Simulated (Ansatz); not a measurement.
# As2H2 (singlet): from Hartree-Fock to the top rungs, cc-pVTZ

Aim: climb from Hartree-Fock through coupled cluster and multireference methods for As2H2 (singlet) at one geometry and basis, and see what each rung misses.

The runs use Ansatz 0.2.0, Gaussian basis; cc-pVTZ, core rule «outside noble gas», up to 28 orbitals frozen.

Plan: UHF; CCSD(T) on RHF; CCSD(T) on UHF; BCCD(T) on RHF; CCSDT(Q) on RHF; CCSDT(Q) on UHF; CASSCF and MRCISD+Q, 12 electrons in 10 orbitals; CASSCF and NEVPT2, 12 electrons in 10 orbitals.

4 further runs of the same task are left out: 4 set aside as unsound or not needed. Runs told in other sessions of the task aren't counted.

### Step 1. The geometry

The geometry is a PBE0/def2-TZVP stationary point (not a proven minimum). No spin-orbit coupling is included. The filled d shell of As may be among the frozen orbitals whatever the setting's name suggests.

4 atoms, charge 0, spin multiplicity 1.

Atoms are counted from 1 here; the program's logs count them from 0.

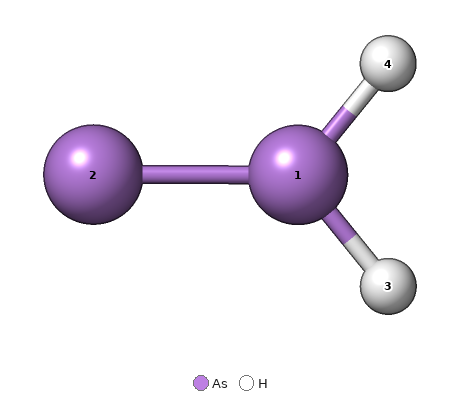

The geometry (arsenic purple, hydrogen white); atoms are numbered from 1 in the order of the file.

In the tables R marks a restricted determinant and U an unrestricted one; 'valence' is the active space of 12 electrons in 10 orbitals; energies count from the table's Hartree-Fock row.

### Step 2. UHF

in.yaml

```yaml
crystal:
  periodic: [false, false, false]
  atoms:
    - {symbol: As, position_ang: [0.000000, 0.000000, 1.050021]}
    - {symbol: As, position_ang: [0.000000, 0.000000, -1.103836]}
    - {symbol: H, position_ang: [0.000000, 1.176683, 2.000096]}
    - {symbol: H, position_ang: [0.000000, -1.176682, 2.000096]}
basis:
  gaussian: {orbitals: cc-pVTZ}
magnetization: {spin_polarized: true, initial_magnetization: 0}
hamiltonian: {xc: hf}
output: {orbitals: {seedname: orbitals}}
```

Command:

```bash
ansatz run in.yaml --threads 1 --pin off --events-out ev --progress --plain --max-ram 2816MiB --backend cpu
```

Standard output:

```text
Functional definition: HF
  name "HF"
  cite "Fock, Z. Phys. 61, 126 (1930) doi:10.1007/BF01340294"
  parent pbe
  exchange = exact_x
  correlation = 0
722 factors; integrals over basis functions are off by at most 1.4e-3 eV
mean field evaluation 1: about -121622.8481 eV, gradient 9.1e0 eV
mean field evaluation 2: about -121622.8488 eV, gradient 9.1e0 eV
mean field evaluation 4: about -121623.6804 eV, gradient 1.7e0 eV
mean field evaluation 8: about -121623.7231 eV, gradient 3.9e-3 eV
mean field evaluation 16: about -121623.7042 eV, gradient 1.3e0 eV
mean field evaluation 32: about -121623.7332 eV, gradient 1.1e0 eV
mean field evaluation 64: about -121618.1403 eV, gradient 1.3e1 eV
mean field evaluation 96: about -121623.7131 eV, gradient 1.0e0 eV
mean field evaluation 128: about -121623.7230 eV, gradient 8.4e-3 eV
mean field -121623.80433909 eV, -4469.5923698860 hartree, gradient 5.9e-6 eV, S^2 0.491053; 6 other end points of the search recorded, 0 dependent functions left out
reference -121623.80433909 eV, -4469.5923698860 hartree; 34, 34 occupied and 80, 80 virtual orbitals, 722 factors
Total energy: -121623.80433909 eV, -4469.5923698860 hartree
```

Wall time 23 s (1 thread of AMD EPYC 7R13, shared host); peak memory 0.33 GiB.

From the report: ⟨S²⟩ of the determinant 0.491 (pure singlet: 0.00).

The unrestricted solution breaks the spin symmetry, so the restricted determinant is unstable here.

### Step 3. CCSD(T) on RHF

Edit in.yaml of step 2 so:

```diff
@@ -9,4 +9,3 @@
   gaussian: {orbitals: cc-pVTZ}
-magnetization: {spin_polarized: true, initial_magnetization: 0}
-hamiltonian: {xc: hf}
-output: {orbitals: {seedname: orbitals}}
+magnetization: {spin_polarized: false}
+correlation: {method: ccsd_t, electrons: outside_noble_gas}
```

The command is unchanged.

Standard output, shortened:

```text
Functional definition: HF
  name "HF"
  cite "Fock, Z. Phys. 61, 126 (1930) doi:10.1007/BF01340294"
  parent pbe
[...]
722 factors; integrals over basis functions are off by at most 1.4e-3 eV
[...]
mean field -121623.72305023 eV, -4469.5893825756 hartree, gradient 3.0e-6 eV, S^2 0.000000; 2 other end points of the search recorded, 0 dependent functions left out; unrestricted orbitals would lower it
[...]
determinant -121623.72305023 eV, -4469.5893825756 hartree, with singles and doubles -121631.90701982 eV, -4469.8901379108 hartree
determinant -121620.34250982 eV, -4469.4651500069 hartree, with singles and doubles -121628.23714258 eV, -4469.7552724096 hartree
28 core orbitals not correlated: weight in the atoms' cores, before any rotation towards them, 1.000 or more for the frozen orbitals, at most 0.000 for the correlated occupied ones
reference -121623.72305023 eV, -4469.5893825756 hartree; 6, 6 occupied and 80, 80 virtual orbitals, 722 factors
second order -7.24737865 eV of doubles, -0.00000000 eV of singles
cycle   1  -8.07716910 eV  change   -3.8e-1 eV  update   2.1e-2
[...]
cycle   9  -8.09493806 eV  change    2.3e-6 eV  update   8.0e-6
perturbative correction -0.44153967 eV, -0.0162262836 hartree
Total energy: -121632.25952796 eV, -4469.9030923459 hartree
```

Run time: 8.5 s. Hardware: 1 thread of AMD EPYC 7R13, shared host; peak memory 0.31 GiB.

From the report: correlation -8.5365 eV; T1 0.025; largest double amplitude 0.12.

### Step 4. CCSD(T) on UHF

Edit in.yaml of step 3 so:

```diff
@@ -9,3 +9,3 @@
   gaussian: {orbitals: cc-pVTZ}
-magnetization: {spin_polarized: false}
+magnetization: {spin_polarized: true, initial_magnetization: 0}
 correlation: {method: ccsd_t, electrons: outside_noble_gas}
```

Command:

```bash
ansatz run in.yaml --threads 2 --pin off --events-out ev --progress --plain --max-ram 16896MiB --backend cuda --devices 0, --max-vram 18GiB
```

Standard output, shortened:

```text
Functional definition: HF
  name "HF"
  cite "Fock, Z. Phys. 61, 126 (1930) doi:10.1007/BF01340294"
  parent pbe
[...]
722 factors; integrals over basis functions are off by at most 1.4e-3 eV
[...]
mean field -121623.80433909 eV, -4469.5923698860 hartree, gradient 1.7e-6 eV, S^2 0.491053; 13 other end points of the search recorded, 0 dependent functions left out
determinant -121623.80433909 eV, -4469.5923698860 hartree, with singles and doubles -121631.82831138 eV, -4469.8872454290 hartree
determinant -121623.39351235 eV, -4469.5772722816 hartree, with singles and doubles -121630.90388013 eV, -4469.8532732070 hartree
determinant -121620.34250982 eV, -4469.4651500069 hartree, with singles and doubles -121628.24227300 eV, -4469.7554609490 hartree
determinant -121623.72305023 eV, -4469.5893825756 hartree, with singles and doubles -121631.90724203 eV, -4469.8901460769 hartree
28 core orbitals not correlated: weight in the atoms' cores, before any rotation towards them, 1.000 or more for the frozen orbitals, at most 0.000 for the correlated occupied ones
reference -121623.80433909 eV, -4469.5923698860 hartree; 6, 6 occupied and 80, 80 virtual orbitals, 722 factors
second order -6.90068395 eV of doubles, -0.00000000 eV of singles
cycle   1  -7.92973787 eV  change   -4.2e-1 eV  update   2.7e-2
[...]
cycle  12  -7.99967559 eV  change   -9.2e-6 eV  update   9.0e-6
perturbative correction -0.45379433 eV, -0.0166766339 hartree
Total energy: -121632.25780900 eV, -4469.9030291753 hartree
```

Run time: 15 s. Hardware: 1 × H100 (card shared with other runs) with 2 threads of AMD EPYC 7R13, shared host; peak host memory 0.84 GiB.

From the report: ⟨S²⟩ of the determinant 0.491 (pure singlet: 0.00); correlation -8.4535 eV; T1 0.098; largest double amplitude 0.11.

### Step 5. BCCD(T) on RHF

Edit in.yaml of step 4 so:

```diff
@@ -9,3 +9,3 @@
   gaussian: {orbitals: cc-pVTZ}
-magnetization: {spin_polarized: true, initial_magnetization: 0}
-correlation: {method: ccsd_t, electrons: outside_noble_gas}
+magnetization: {spin_polarized: false}
+correlation: {method: bccd_t, electrons: outside_noble_gas}
```

Command:

```bash
ansatz run in.yaml --threads 1 --pin off --events-out ev --progress --plain --max-ram 2816MiB --backend cpu
```

Standard output, shortened:

```text
Functional definition: HF
  name "HF"
  cite "Fock, Z. Phys. 61, 126 (1930) doi:10.1007/BF01340294"
  parent pbe
[...]
722 factors; integrals over basis functions are off by at most 1.4e-3 eV
[...]
mean field -121623.72305023 eV, -4469.5893825756 hartree, gradient 3.0e-6 eV, S^2 0.000000; 2 other end points of the search recorded, 0 dependent functions left out; unrestricted orbitals would lower it
[...]
determinant -121623.72305023 eV, -4469.5893825756 hartree, with singles and doubles -121631.90701982 eV, -4469.8901379108 hartree
determinant -121620.34250982 eV, -4469.4651500069 hartree, with singles and doubles -121628.23714258 eV, -4469.7552724096 hartree
28 core orbitals not correlated: weight in the atoms' cores, before any rotation towards them, 1.000 or more for the frozen orbitals, at most 0.000 for the correlated occupied ones
reference -121623.72305023 eV, -4469.5893825756 hartree; 6, 6 occupied and 80, 80 virtual orbitals, 722 factors
second order -7.24737865 eV of doubles, -0.00000000 eV of singles
cycle   1  -8.05948761 eV  change   -3.6e-1 eV  update   2.6e-2
[...]
cycle   9  -8.07601976 eV  change   -1.1e-7 eV  update   1.3e-5
perturbative correction -0.46128033 eV, -0.0169517395 hartree
Total energy: -121632.26035032 eV, -4469.9031225672 hartree
```

It took 11 s on 1 thread of AMD EPYC 7R13, shared host; peak memory 0.38 GiB.

From the report: correlation -8.5373 eV; largest double amplitude 0.13.

### Step 6. CCSDT(Q) on RHF

Edit in.yaml of step 5 so:

```diff
@@ -10,2 +10,2 @@
 magnetization: {spin_polarized: false}
-correlation: {method: bccd_t, electrons: outside_noble_gas}
+correlation: {method: ccsdt_q, electrons: outside_noble_gas}
```

Command:

```bash
ansatz run in.yaml --threads 2 --pin off --events-out ev --progress --plain --max-ram 16896MiB --backend cuda --devices 0, --max-vram 18GiB
```

Standard output, shortened:

```text
Functional definition: HF
  name "HF"
  cite "Fock, Z. Phys. 61, 126 (1930) doi:10.1007/BF01340294"
  parent pbe
[...]
1320 factors; integrals over basis functions are off by at most 1.7e-7 eV
[...]
mean field -121623.72307753 eV, -4469.5893835787 hartree, gradient 1.2e-6 eV, S^2 0.000000; 2 other end points of the search recorded, 0 dependent functions left out; unrestricted orbitals would lower it
[...]
determinant -121623.72307753 eV, -4469.5893835787 hartree, with singles and doubles -121631.90707784 eV, -4469.8901400427 hartree
determinant -121620.34253329 eV, -4469.4651508694 hartree, with singles and doubles -121628.23720827 eV, -4469.7552748237 hartree
28 core orbitals not correlated: weight in the atoms' cores, before any rotation towards them, 1.000 or more for the frozen orbitals, at most 0.000 for the correlated occupied ones
reference -121623.72307753 eV, -4469.5893835787 hartree; 6, 6 occupied and 80, 80 virtual orbitals, 1320 factors
second order -7.24742912 eV of doubles, -0.00000000 eV of singles
cycle   1  -7.75451252 eV  change   -5.1e-1 eV  update   1.1e-1
[...]
cycle  17  -8.56787510 eV  change    8.4e-7 eV  update   6.9e-7
perturbative correction -0.03805367 eV, -0.0013984465 hartree
Total energy: -121632.32900629 eV, -4469.9056456275 hartree
```

Run time: 5.5 s. Hardware: 1 × H100 (card shared with other runs) with 2 threads of AMD EPYC 7R13, shared host; peak host memory 0.88 GiB.

From the report: correlation -8.6059 eV; T1 0.027; largest double amplitude 0.16.

### Step 7. CCSDT(Q) on UHF

Edit in.yaml of step 6 so:

```diff
@@ -9,3 +9,3 @@
   gaussian: {orbitals: cc-pVTZ}
-magnetization: {spin_polarized: false}
+magnetization: {spin_polarized: true, initial_magnetization: 0}
 correlation: {method: ccsdt_q, electrons: outside_noble_gas}
```

Launched as before.

Standard output, shortened:

```text
Functional definition: HF
  name "HF"
  cite "Fock, Z. Phys. 61, 126 (1930) doi:10.1007/BF01340294"
  parent pbe
[...]
1320 factors; integrals over basis functions are off by at most 1.7e-7 eV
[...]
mean field -121623.80436749 eV, -4469.5923709298 hartree, gradient 2.1e-6 eV, S^2 0.491056; 13 other end points of the search recorded, 0 dependent functions left out
determinant -121623.80436749 eV, -4469.5923709298 hartree, with singles and doubles -121631.82836853 eV, -4469.8872475290 hartree
determinant -121623.39354081 eV, -4469.5772733277 hartree, with singles and doubles -121630.90392945 eV, -4469.8532750196 hartree
determinant -121620.34253328 eV, -4469.4651508692 hartree, with singles and doubles -121628.24234270 eV, -4469.7554635106 hartree
determinant -121623.72307753 eV, -4469.5893835787 hartree, with singles and doubles -121631.90730164 eV, -4469.8901482674 hartree
28 core orbitals not correlated: weight in the atoms' cores, before any rotation towards them, 1.000 or more for the frozen orbitals, at most 0.000 for the correlated occupied ones
reference -121623.80436749 eV, -4469.5923709298 hartree; 6, 6 occupied and 80, 80 virtual orbitals, 1320 factors
second order -6.90072259 eV of doubles, -0.00000000 eV of singles
cycle   1  -7.47628242 eV  change   -5.8e-1 eV  update   1.1e-1
[...]
cycle  25  -8.48286549 eV  change   -4.7e-7 eV  update   1.8e-7
perturbative correction -0.04484713 eV, -0.0016481017 hartree
Total energy: -121632.33208011 eV, -4469.9057585884 hartree
```

Run time: 20 s. Hardware: 1 × H100 (card shared with other runs) with 2 threads of AMD EPYC 7R13, shared host; peak host memory 1 GiB.

From the report: ⟨S²⟩ of the determinant 0.491 (pure singlet: 0.00); correlation -8.5277 eV; T1 0.107; largest double amplitude 0.14.

### Step 8. CASSCF and MRCISD+Q, 12 electrons in 10 orbitals

Edit in.yaml of step 7 so:

```diff
@@ -9,3 +9,2 @@
   gaussian: {orbitals: cc-pVTZ}
-magnetization: {spin_polarized: true, initial_magnetization: 0}
-correlation: {method: ccsdt_q, electrons: outside_noble_gas}
+correlation: {method: fic_mrcisd_q, electrons: outside_noble_gas, active_space: {window: {electrons: 12, orbitals: 10}, shells: [{species: As, l: s, shell: 4}, {species: As, l: p, shell: 4}, {species: H, l: s, shell: 1}]}}
```

Launched as before.

Standard output, shortened:

```text
Functional definition: HF
  name "HF"
  cite "Fock, Z. Phys. 61, 126 (1930) doi:10.1007/BF01340294"
  parent pbe
[...]
1320 factors; integrals over basis functions are off by at most 1.7e-7 eV
[...]
mean field -121623.72307753 eV, -4469.5893835787 hartree, gradient 1.2e-6 eV, S^2 0.000000; 1 other end points of the search recorded, 0 dependent functions left out; unrestricted orbitals would lower it
reference -121623.72307753 eV, -4469.5893835787 hartree; 34, 34 occupied and 80, 80 virtual orbitals, 1320 factors
state -121626.02902723 eV, -4469.6741256674 hartree
contracted CI cycle   1: correlation 0.00000000 eV, 0.0000000000 hartree, residual 1.99e1 eV
contracted CI cycle   2: correlation -5.40925006 eV, -0.1987862732 hartree, residual 3.88e0 eV
contracted CI cycle   3: correlation -5.63030878 eV, -0.2069100312 hartree, residual 8.31e-1 eV
contracted CI cycle   4: correlation -5.63971982 eV, -0.2072558808 hartree, residual 1.94e-1 eV
contracted CI cycle   5: correlation -5.64023027 eV, -0.2072746394 hartree, residual 4.84e-2 eV
contracted CI cycle   6: correlation -5.64026030 eV, -0.2072757430 hartree, residual 1.21e-2 eV
contracted CI cycle   7: correlation -5.64026212 eV, -0.2072758098 hartree, residual 3.02e-3 eV
contracted CI cycle   8: correlation -5.64026223 eV, -0.2072758139 hartree, residual 7.66e-4 eV
state -121626.02902723 eV, -4469.6741256674 hartree; corrected -121632.23786679 eV, -4469.9022963127 hartree
Total energy: -121632.23786679 eV, -4469.9022963127 hartree
Checks for a lower state left out: starts, orbital_swaps
```

Wall time 6 s (1 × H100 (card shared with other runs) with 2 threads of AMD EPYC 7R13, shared host); peak host memory 0.96 GiB.

From the report: 11,148 determinants; active occupations 1.99, 1.98, 1.98, 1.97, 1.96, 1.91, 0.10, 0.05, 0.04, 0.02.

### Step 9. CASSCF and NEVPT2, 12 electrons in 10 orbitals

in.yaml

```yaml
crystal:
  periodic: [false, false, false]
  atoms:
    - {symbol: As, position_ang: [0.000000, 0.000000, 1.050021]}
    - {symbol: As, position_ang: [0.000000, 0.000000, -1.103836]}
    - {symbol: H, position_ang: [0.000000, 1.176683, 2.000096]}
    - {symbol: H, position_ang: [0.000000, -1.176682, 2.000096]}
basis:
  gaussian: {orbitals: cc-pVTZ}
correlation: {method: sc_nevpt2, electrons: outside_noble_gas, active_space: {window: {electrons: 12, orbitals: 10}, shells: [{species: As, l: s, shell: 4}, {species: As, l: p, shell: 4}, {species: H, l: s, shell: 1}]}}
```

The command is unchanged.

Standard output:

```text
Functional definition: HF
  name "HF"
  cite "Fock, Z. Phys. 61, 126 (1930) doi:10.1007/BF01340294"
  parent pbe
  exchange = exact_x
  correlation = 0
1320 factors; integrals over basis functions are off by at most 1.7e-7 eV
mean field evaluation 1: about -121622.6709 eV, gradient 1.3e1 eV
mean field evaluation 2: about -121622.8176 eV, gradient 1.3e1 eV
mean field evaluation 4: about -121623.6795 eV, gradient 2.4e0 eV
mean field evaluation 8: about -121623.7206 eV, gradient 3.5e-1 eV
mean field evaluation 16: about -121623.7231 eV, gradient 1.2e-6 eV
mean field -121623.72307753 eV, -4469.5893835787 hartree, gradient 1.2e-6 eV, S^2 0.000000; 1 other end points of the search recorded, 0 dependent functions left out; unrestricted orbitals would lower it
reference -121623.72307753 eV, -4469.5893835787 hartree; 34, 34 occupied and 80, 80 virtual orbitals, 1320 factors
state -121626.02902723 eV, -4469.6741256674 hartree
state -121626.02902723 eV, -4469.6741256674 hartree; corrected -121630.97741733 eV, -4469.8559756494 hartree
Total energy: -121630.97741733 eV, -4469.8559756494 hartree
Checks for a lower state left out: starts, orbital_swaps
```

Run time: 4.3 s. Hardware: 1 × H100 (card shared with other runs) with 2 threads of AMD EPYC 7R13, shared host; peak host memory 0.91 GiB.

From the report: 11,148 determinants; active occupations 1.99, 1.98, 1.98, 1.97, 1.96, 1.91, 0.10, 0.05, 0.04, 0.02.

### Step 10. Natural occupations

Natural occupations of the CASSCF valence state about the gap (report; correlated orbitals 2 to 10): 1.984, 1.981, 1.967, 1.960, 1.909, 0.099, 0.049, 0.038, 0.021. The count of effectively unpaired electrons, Σ n²(2 − n)², is 0.09; a single determinant of this spin has 0.

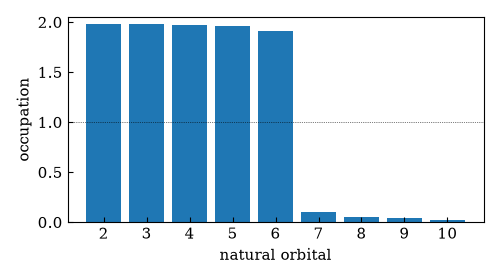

Natural occupations of the CASSCF valence state.

### Step 11. The ladder

The yardstick is RCCSDT(Q), where the cluster series has nearly closed. Rows without a time are mean-field rows or come out of runs for another level: lower rungs of the coupled-cluster runs, CASSCF and MRCISD of the multireference runs, or the Hartree-Fock search.

Differences are taken before rounding.

| method | energy from the lowest RHF (meV) | from RCCSDT(Q) (meV) | time |
| --- | --- | --- | --- |
| RHF | 0.0 | +8606.0 |  |
| UHF | -81.3 | +8524.7 |  |
| RMP2 | -7247.4 | +1358.6 |  |
| UMP2 | -6982.0 | +1624.0 |  |
| RCCSD | -8094.9 | +511.0 |  |
| UCCSD | -8081.0 | +525.0 |  |
| RCCSD(T) | -8536.5 | +69.5 | 8.5 s |
| UCCSD(T) | -8534.8 | +71.2 | 15 s (GPU) |
| BCCD(T) | -8537.3 | +68.7 | 11 s |
| RCCSDT | -8567.9 | +38.1 |  |
| UCCSDT | -8564.2 | +41.8 |  |
| RCCSDT(Q) | -8606.0 | 0 | 5.5 s (GPU) |
| UCCSDT(Q) | -8609.0 | -3.1 | 20 s (GPU) |
| CASSCF valence | -2306.0 | +6300.0 |  |
| NEVPT2 valence | -7254.4 | +1351.6 | 4.3 s (GPU) |
| MRCISD valence | -7946.2 | +659.7 |  |
| MRCISD+Q valence | -8514.8 | +91.1 | 6 s (GPU) |

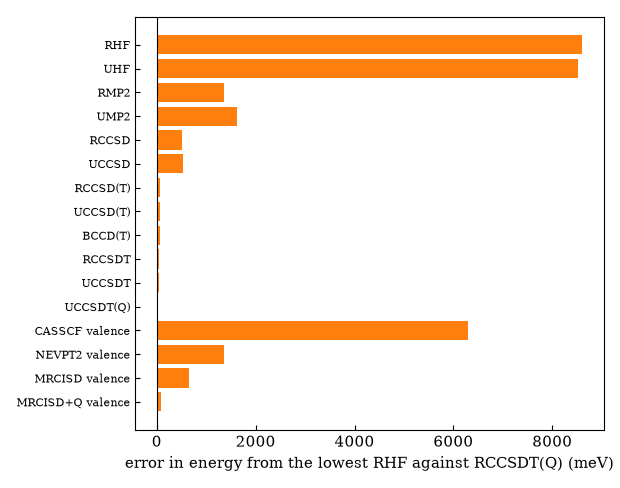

Error of each method against RCCSDT(Q).

Some runs used a GPU and others CPU threads alone; cost is compared among the GPU runs only.

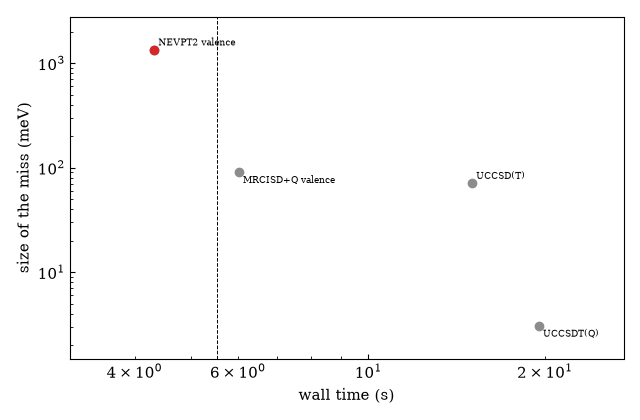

Miss against cost. Red marks the levels that no quicker level drawn beats (of those quicker than the yardstick), and the dashed line is the time of RCCSDT(Q). Times are from a shared host.

With the free atoms at the same levels and basis (separate runs), the atomisation energy is 6.890 eV at RCCSDT(Q), 6.856 eV at RCCSD(T), 6.854 eV at UCCSD(T), 3.143 eV at RHF.

### Step 12. Summary of results

| quantity | value |
| --- | --- |
| RCCSDT(Q) from the RHF energy | -8.6060 eV |
| RMP2 from RCCSDT(Q) | +1358.6 meV |
| UMP2 from RCCSDT(Q) | +1624.0 meV |
| RCCSD from RCCSDT(Q) | +511.0 meV |
| RCCSD(T) from RCCSDT(Q) | +69.5 meV |
| UCCSD(T) from RCCSDT(Q) | +71.2 meV |
| UCCSDT(Q) from RCCSDT(Q) | -3.1 meV |
| NEVPT2 valence from RCCSDT(Q) | +1351.6 meV |
| MRCISD+Q valence from RCCSDT(Q) | +91.1 meV |
| levels within 1 kcal/mol (43 meV) | RCCSDT, UCCSDT, UCCSDT(Q) |
| T1 diagnostic | 0.025 |
| effectively unpaired electrons | 0.09 |

**Reading.** RCCSD(T) misses by +69.5 meV, 0.8 % of the correlation energy. One determinant dominates. Of the multireference levels listed MRCISD+Q valence comes nearest in total energy (+91.1 meV), which doesn't show that its space is the better one. These misses are within one basis, not against nature.

NEVPT2 valence reaches 1351.6 meV from the reference in 4.3 s, where RCCSDT(Q) took 5.5 s.
